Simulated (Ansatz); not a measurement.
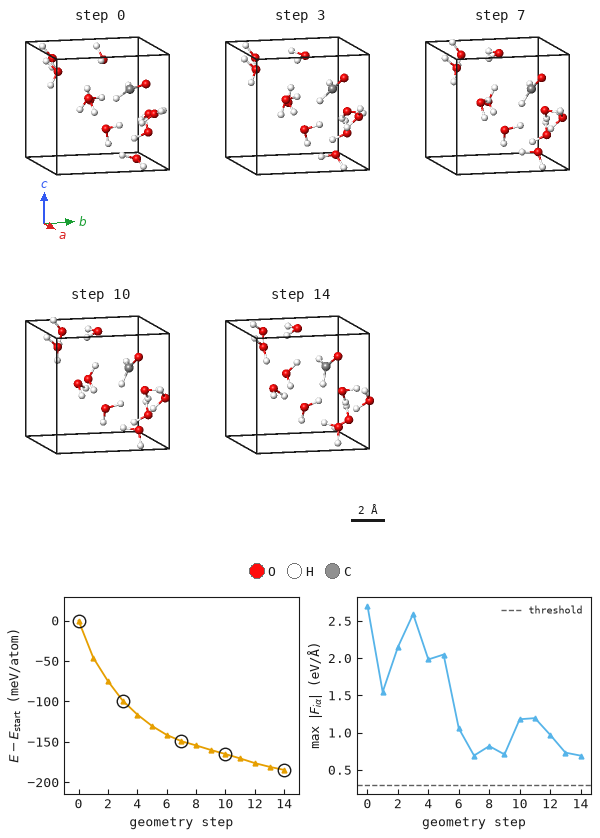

Frames of a relaxation of an amorphous cell of composition H₂₂CO₁₁, marked on the history of the run. A ball-and-stick model of the cell of the calculation, seen slightly off an axis.

The cell holds 10 H2O + 1 H2CO. The run prepares the start of a later molecular dynamics calculation, from a guessed geometry.

The calculation used Ansatz, DFT PBE, scalar-relativistic, plane waves, PAW. Set-up: plane-wave cutoff 420 eV; k-point mesh 1 × 1 × 1; occupations fermi dirac; smearing width 0.05 eV; no spin polarisation; atoms relaxed in a fixed cell; force threshold 0.3 eV/Å; at most 15 steps.

### What happens along the run?

The relaxation stopped without meeting its thresholds, so the last structure isn't shown to be converged. It used up its limit of 15 steps. The largest move is that of an H atom, 1.64 Å along [−1 −2 −3]. By element the largest moves are H 1.64 Å, O 1.19 Å, C 0.28 Å. The lattice vectors keep their values. Among the contacts that change: H–O 0.969 → 1.005 Å, H–O 0.969 → 0.984 Å, C–O 1.220 → 1.208 Å, C–H 1.104 → 1.110 Å. Bond angles that change, for instance: H–O–H 104.0° → 98.7°, H–O–H 104.0° → 107.6°, H–C–H 115.7° → 119.2°. The energy falls by 185 meV per atom in 14 geometry steps. Largest force component: 2.7 eV/Å at the start, 0.69 eV/Å at the end. From step 0 to 3: an O atom moves most (0.45 Å), energy −98.8 meV per atom. From step 3 to 7: an H atom moves most (0.70 Å), energy −50.3 meV per atom. From step 7 to 10: an H atom moves most (0.57 Å), energy −15.9 meV per atom. From step 10 to 14: an H atom moves most (0.65 Å), energy −19.7 meV per atom.

| step | E − E(0), meV/atom | largest force component, eV/Å |
| --- | --- | --- |
| 0 | 0.00 | 2.7055 |
| 1 | -45.87 | 1.5476 |
| 2 | -74.85 | 2.1501 |
| 3 | -98.83 | 2.5938 |
| 4 | -116.17 | 1.9840 |
| 5 | -130.26 | 2.0498 |
| 6 | -141.32 | 1.0582 |
| 7 | -149.12 | 0.6937 |
| 8 | -154.32 | 0.8206 |
| 9 | -159.95 | 0.7090 |
| 10 | -165.00 | 1.1812 |
| 11 | -170.42 | 1.1962 |
| 12 | -176.22 | 0.9725 |
| 13 | -180.81 | 0.7331 |
| 14 | -184.67 | 0.6926 |

Limits of the set-up: the periodic images lie only 7.1 Å apart, so the values are limited by the cell's size.
